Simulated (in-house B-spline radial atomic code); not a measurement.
```
Z = 31
electrons = 28.0
configuration = [Ar] 3d10
hamiltonian = nr
method = pbe,pbe
lmax = 9
wall_radius = 2
spin_polarised = False
box_radius = 2
intervals = 43
```

Launched with:
```bash
python run_gw.py task.json out
```

All-electron spherical atom, non-relativistic, PBE start, no spin-orbit coupling, Breit or QED terms; computed with a B-spline radial code, inside a hard wall of radius 2 bohr. The quasi-particle equation is solved at full frequency; levels of low quasi-particle weight Z are left out.

Parts of the G₀W₀ correction to each level for Ga IV (Ga³⁺):

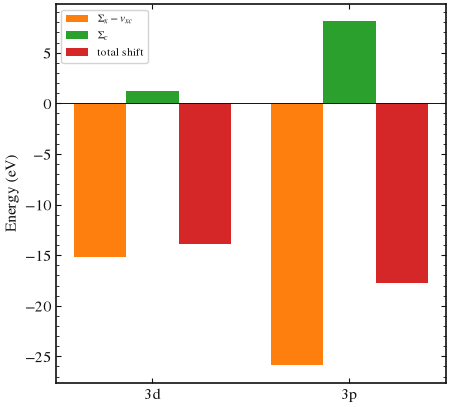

G₀W₀ moves the highest occupied level, 3d, from −41.85 to −55.80 eV (renormalisation factor Z = 0.96).

```tsv
Level	Mean field (eV)	Σx − vxc (eV)	Σc (eV)	Z	G₀W₀ (eV)
3d	−41.85	−15.20	1.26	0.96	−55.80
3p	−121.35	−25.90	8.12	0.87	−139.13
```
